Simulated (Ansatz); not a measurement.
## Geometry relaxation of PdC18 (part 3 of 3)

Continued. System: PdC18 (slab, 19 atoms in the cell). Method: DFT PBE, scalar-relativistic, plane waves, PAW, no spin polarisation (Ansatz 0.2.0); cutoff 420 eV, 2×2×1 k-mesh, Gaussian smearing of 0.02 eV. It belongs to a series of runs on one base structure; here: end point B relaxed.

Geometry of the input (Å; fractional positions):
```
7.3980  0.0000  0.0000
-3.6990  6.4069  0.0000
0.0000  0.0000  12.0000
C  0.0000  0.0000  0.0833
C  0.2222  0.1111  0.0833
C  0.0000  0.3333  0.0833
C  0.2222  0.4444  0.0833
C  0.0000  0.6667  0.0833
C  0.2222  0.7778  0.0833
C  0.3333  0.0000  0.0833
C  0.5556  0.1111  0.0833
C  0.3333  0.3333  0.0833
C  0.5556  0.4444  0.0833
C  0.3333  0.6667  0.0833
C  0.5556  0.7778  0.0833
C  0.6667  0.0000  0.0833
C  0.8889  0.1111  0.0833
C  0.6667  0.3333  0.0833
C  0.8889  0.4444  0.0833
C  0.6667  0.6667  0.0833
C  0.8889  0.7778  0.0833
Pd 0.4815  0.5185  0.2500
```

Trajectory as extended XYZ, continued
```
19
Lattice="7.3980 0.0000 0.0000 -3.6990 6.4069 0.0000 0.0000 0.0000 12.0000" Properties=species:S:1:pos:R:3:forces:R:3 step=6 energy=-11486.76505
C    -0.0225    0.0130    1.0013    0.0908  -0.0524  -0.0029
C     1.2101    0.7209    1.0111   -0.0546  -0.0007  -0.0045
C    -1.2488    2.1495    0.9718    0.0116  -0.0624   0.0024
C    -0.0333    2.8615    0.9906   -0.0111   0.0759  -0.0017
C    -2.4868    4.2783    0.9712    0.0563   0.0043   0.0066
C    -1.2506    4.9933    0.9495   -0.0963   0.0556  -0.0040
C     2.4495    0.0145    0.9712    0.0244  -0.0509   0.0066
C     3.6757    0.7206    0.9690   -0.0322   0.0657   0.0063
C     1.2035    2.1367    1.0555    0.0500  -0.0121   0.0103
C     2.4574    2.8525    1.0615   -0.0728   0.0420   0.0237
C    -0.0283    4.2876    0.9554    0.0984  -0.0568  -0.0157
C     1.2042    5.0050    0.9906   -0.0713  -0.0283  -0.0017
C     4.9120    0.0067    0.9718    0.0598   0.0212   0.0024
C     6.1495    0.7208    0.9844   -0.0968   0.0559   0.0030
C     3.6908    2.1404    0.9955    0.0807  -0.0466  -0.0271
C     4.9128    2.8633    0.9690   -0.0730  -0.0050   0.0063
C     2.4503    4.2963    1.0555    0.0355  -0.0372   0.0103
C     3.6798    4.9984    1.0111   -0.0266   0.0476  -0.0045
Pd    2.0098    3.1109    3.1141    0.0272  -0.0157  -0.0156
19
Lattice="7.3980 0.0000 0.0000 -3.6990 6.4069 0.0000 0.0000 0.0000 12.0000" Properties=species:S:1:pos:R:3:forces:R:3 step=7 energy=-11486.77323
C    -0.0250    0.0144    1.0015    0.3444  -0.1988  -0.0299
C     1.2043    0.7226    1.0117   -0.1854  -0.0907  -0.0176
C    -1.2538    2.1514    0.9722   -0.0095  -0.2231   0.0167
C    -0.0373    2.8661    0.9904    0.0095   0.1992  -0.0323
C    -2.4904    4.2820    0.9703    0.1934   0.0870   0.0133
C    -1.2568    4.9968    0.9470   -0.3875   0.2237   0.0117
C     2.4445    0.0158    0.9703    0.0213  -0.2110   0.0133
C     3.6713    0.7247    0.9665   -0.0092   0.1593  -0.0144
C     1.1986    2.1397    1.0597    0.1579   0.0866   0.0554
C     2.4507    2.8563    1.0653   -0.2628   0.1517   0.0003
C    -0.0299    4.2885    0.9501    0.3490  -0.2015  -0.0234
C     1.1982    5.0061    0.9904   -0.1677  -0.1078  -0.0323
C     4.9080    0.0101    0.9722    0.1885   0.1198   0.0167
C     6.1426    0.7248    0.9861   -0.3635   0.2099   0.0129
C     3.6884    2.1418    0.9906    0.2866  -0.1655  -0.0758
C     4.9070    2.8651    0.9665   -0.1425  -0.0717  -0.0144
C     2.4452    4.2990    1.0597    0.0039  -0.1800   0.0554
C     3.6753    5.0026    1.0117   -0.0141   0.2059  -0.0176
Pd    2.0942    3.0622    3.1179   -0.0118   0.0068   0.0616
19
Lattice="7.3980 0.0000 0.0000 -3.6990 6.4069 0.0000 0.0000 0.0000 12.0000" Properties=species:S:1:pos:R:3:forces:R:3 step=8 energy=-11486.78129
C    -0.0257    0.0148    0.9995    0.0462  -0.0267  -0.0007
C     1.1967    0.7233    1.0121   -0.0068  -0.0072  -0.0231
C    -1.2597    2.1522    0.9727   -0.0143  -0.0888  -0.0055
C    -0.0410    2.8720    0.9893    0.0011  -0.0018  -0.0262
C    -2.4932    4.2876    0.9698    0.0428  -0.0045  -0.0007
C    -1.2658    5.0020    0.9459   -0.1487   0.0858  -0.0109
C     2.4382    0.0153    0.9698    0.0254  -0.0348  -0.0007
C     3.6674    0.7296    0.9612   -0.0313  -0.0291  -0.0145
C     1.1932    2.1443    1.0671    0.0945   0.0338   0.0218
C     2.4409    2.8620    1.0729   -0.0185   0.0107  -0.1375
C    -0.0295    4.2883    0.9433    0.0679  -0.0392   0.0472
C     1.1913    5.0063    0.9893    0.0021   0.0000  -0.0262
C     4.9043    0.0148    0.9727    0.0697   0.0568  -0.0055
C     6.1327    0.7305    0.9889   -0.1069   0.0617   0.0109
C     3.6874    2.1423    0.9835    0.0139  -0.0080  -0.0046
C     4.9009    2.8660    0.9612    0.0095   0.0416  -0.0145
C     2.4386    4.3013    1.0671    0.0180  -0.0987   0.0218
C     3.6709    5.0089    1.0121    0.0028   0.0095  -0.0231
Pd    2.1873    3.0084    3.1216   -0.0683   0.0394   0.1895
19
Lattice="7.3980 0.0000 0.0000 -3.6990 6.4069 0.0000 0.0000 0.0000 12.0000" Properties=species:S:1:pos:R:3:forces:R:3 step=9 energy=-11486.78616
C    -0.0230    0.0133    0.9969    0.0428  -0.0247   0.0024
C     1.1999    0.7218    1.0092   -0.0217  -0.0015  -0.0025
C    -1.2569    2.1499    0.9714    0.0147  -0.0485   0.0005
C    -0.0379    2.8693    0.9894   -0.0146   0.0646  -0.0112
C    -2.4900    4.2863    0.9689    0.0072  -0.0278  -0.0009
C    -1.2644    5.0012    0.9465   -0.0486   0.0281  -0.0046
C     2.4410    0.0133    0.9689    0.0276   0.0077  -0.0009
C     3.6703    0.7270    0.9604   -0.0461   0.0496   0.0052
C     1.1977    2.1429    1.0670    0.0441   0.0015   0.0203
C     2.4441    2.8602    1.0725    0.0007  -0.0004  -0.0170
C    -0.0272    4.2869    0.9481    0.0719  -0.0415  -0.0149
C     1.1952    5.0051    0.9894   -0.0632  -0.0196  -0.0112
C     4.9077    0.0136    0.9714    0.0494   0.0116   0.0005
C     6.1348    0.7293    0.9880   -0.0533   0.0308  -0.0073
C     3.6898    2.1409    0.9850    0.0619  -0.0358  -0.0322
C     4.9045    2.8648    0.9604   -0.0660   0.0151   0.0052
C     2.4421    4.2982    1.0670    0.0207  -0.0389   0.0203
C     3.6738    5.0068    1.0092   -0.0096   0.0196  -0.0025
Pd    2.1338    3.0393    3.1301   -0.0185   0.0107   0.0500
19
Lattice="7.3980 0.0000 0.0000 -3.6990 6.4069 0.0000 0.0000 0.0000 12.0000" Properties=species:S:1:pos:R:3:forces:R:3 step=10 energy=-11486.77545 accepted=F
C    -0.0163    0.0094    0.9985   -0.4245   0.2451  -0.0019
C     1.1971    0.7227    1.0124    0.4016  -0.0707  -0.0024
C    -1.2515    2.1453    0.9688   -0.2395   0.2769  -0.0115
C    -0.0379    2.8726    0.9875    0.1774  -0.2645   0.0095
C    -2.4871    4.2822    0.9680   -0.2581   0.2160   0.0038
C    -1.2685    5.0036    0.9409    0.3256  -0.1880   0.0071
C     2.4460    0.0128    0.9680   -0.3161   0.1156   0.0038
C     3.6697    0.7283    0.9582    0.2892  -0.2255  -0.0164
C     1.2026    2.1417    1.0748   -0.1833   0.1123  -0.0295
C     2.4478    2.8580    1.0790    0.1286  -0.0742  -0.0163
C    -0.0238    4.2850    0.9405   -0.3084   0.1781   0.0150
C     1.1923    5.0034    0.9875    0.3177  -0.0214   0.0095
C     4.9144    0.0112    0.9688   -0.3596   0.0690  -0.0115
C     6.1331    0.7303    0.9864    0.3628  -0.2095   0.0172
C     3.6974    2.1365    0.9818   -0.3327   0.1921   0.0415
C     4.9032    2.8646    0.9582    0.3399  -0.1377  -0.0164
C     2.4456    4.2945    1.0748   -0.1889   0.1026  -0.0295
C     3.6717    5.0088    1.0124    0.2621  -0.3125  -0.0024
Pd    2.0991    3.0593    3.1334    0.0062  -0.0036   0.0306
19
Lattice="7.3980 0.0000 0.0000 -3.6990 6.4069 0.0000 0.0000 0.0000 12.0000" Properties=species:S:1:pos:R:3:forces:R:3 step=11 energy=-11486.78697
C    -0.0218    0.0126    0.9970    0.0119  -0.0069  -0.0005
C     1.2009    0.7220    1.0101   -0.0231  -0.0122   0.0034
C    -1.2559    2.1491    0.9696    0.0079   0.0007   0.0003
C    -0.0370    2.8699    0.9884    0.0003  -0.0215  -0.0015
C    -2.4898    4.2850    0.9682    0.0243   0.0177   0.0003
C    -1.2645    5.0013    0.9443   -0.0120   0.0069  -0.0016
C     2.4422    0.0137    0.9682   -0.0032  -0.0299   0.0003
C     3.6706    0.7273    0.9591    0.0102  -0.0072  -0.0016
C     1.1999    2.1428    1.0703   -0.0206   0.0070   0.0027
C     2.4461    2.8590    1.0757   -0.0034   0.0020   0.0090
C    -0.0260    4.2862    0.9452   -0.0051   0.0030  -0.0046
C     1.1951    5.0040    0.9884    0.0188   0.0105  -0.0015
C     4.9089    0.0131    0.9696    0.0033  -0.0072   0.0003
C     6.1351    0.7291    0.9866   -0.0030   0.0017  -0.0002
C     3.6916    2.1399    0.9835    0.0051  -0.0029  -0.0071
C     4.9044    2.8643    0.9591    0.0113  -0.0052  -0.0016
C     2.4432    4.2963    1.0703   -0.0163   0.0143   0.0027
C     3.6742    5.0059    1.0101   -0.0010   0.0261   0.0034
Pd    2.1177    3.0486    3.1362   -0.0052   0.0030  -0.0023
```

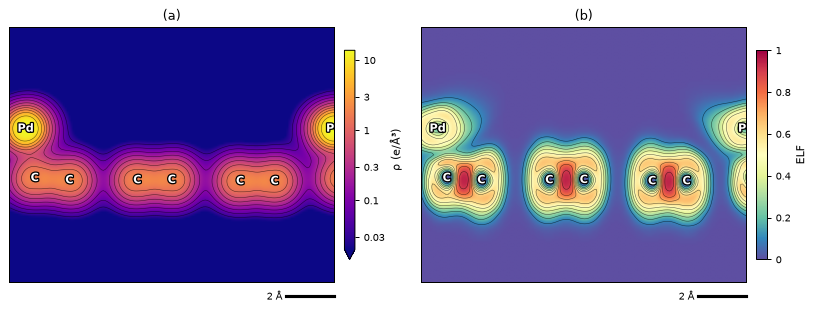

**Figure 1.** (a) valence pseudo-density; (b) electron localisation function on the (110) plane of the calculation cell, a cut from vacuum to vacuum. Atoms in the plane: C and Pd. C–C (1.43 Å): the density is about 2 e/Å³ at the midpoint; the ELF peaks at about 0.95 between the atoms, which marks localised, shared-pair bonding. Pd–C (2.10 Å): ρ at the midpoint is about 0.74 e/Å³; the ELF peaks at about 0.65 in the valence shell of C, 0.7 Å from its nucleus, and drops to about 0.25 between the two atoms. The density dies away to nearly zero in the vacuum. The strong features right at Pd lie inside the PAW spheres (semicore, d or f shells) and say nothing about bonding. In a PAW calculation such maps are meaningful between the atoms, not at the nuclei.

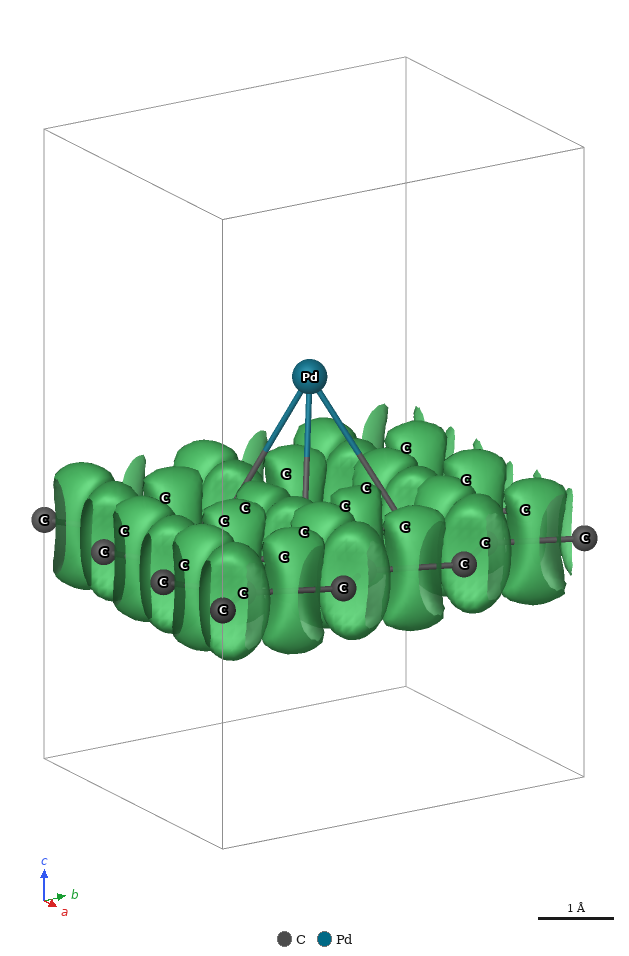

**Figure 2.** Isosurface of the electron localisation function at 0.7 (green), seen slightly off an axis. Core shells and regions of very low density are left out. Sticks mark near contacts. The ELF exceeds this value in 27 regions between bonded C–C atoms (shared pairs), counted in one cell of 19 atoms. Counts are for one cell; the picture repeats the cell along the surface. Profiles from the grid: C–C (1.41 Å): the ELF peaks at about 0.95 between the atoms, which marks a covalent bond. Pd–C (2.10 Å): the ELF peaks at about 0.65 in the valence shell of C, 0.7 Å from its nucleus, and drops to about 0.25 between the two atoms.

Summary

- outcome: converged
- electrons treated: 90
- free energy: −11486.7870 eV
- Fermi energy: −0.020 eV
- gap on the k-point mesh: 0.18 eV
- final volume: 568.78 Å³
- largest force (length of the vector) at the end: 0.030 eV/Å
- hardware: 1 thread of Arm Neoverse V1, 24 GiB of memory available, shared host
- wall time: 79 s
- peak memory: 0.68 GiB

Notes

The program warns: the exchange-correlation potential is rough where the density is thin. The k-point mesh is coarse for a cell of this size, so the results may not be converged.
